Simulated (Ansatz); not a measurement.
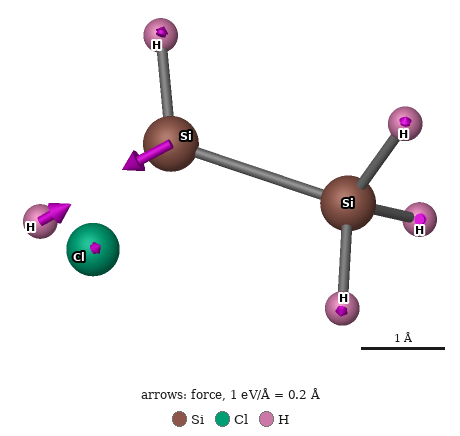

Starting geometry of Si$_{2}$H$_{5}$Cl with the computed forces as purple arrows. A ball-and-stick model, seen at a tilt.

The reaction that was planned forms Cl2–H3 and breaks Si1–Cl2, Si1–H3 (atoms numbered from 1 in input order).

Level of theory: Ansatz 0.2.0, RKS PBE0-D4/def2-SVP. Set-up: held fixed: the distance between atoms 2 (Cl) and 3 (H), the distance between atoms 1 (Si) and 2 (Cl), the distance between atoms 1 (Si) and 3 (H), counting from 1; force threshold 0.04 eV/Å; at most 150 steps.

Is this structure relaxed? If not, where do the atoms go?

It isn't relaxed: the largest force vector, on a Si atom, is 3.47 eV/Å. The final displacements have little in common with the starting forces (cosine between the two patterns 0.12). The atom that moves furthest after the best rigid fit is the Cl atom (0.37 Å). By element the largest moves are Cl 0.37 Å, H 0.26 Å, Si 0.18 Å. Among the contacts that change: Si–Si 2.296 → 2.344 Å, H–Si 1.464 → 1.494 Å. Among the angles between lasting bonds that change: Si–Si–H 117.1° → 109.4°, H–Si–Si 115.8° → 111.5°, H–Si–H 106.4° → 109.7°. Over 5 geometry steps the energy falls by 13.3 kJ/mol. Largest force component: 0.52 eV/Å at the start, 0.026 eV/Å at the end. The run took 4.6 s on 2 threads of AMD EPYC 9R45 96-Core, with other jobs on the host.
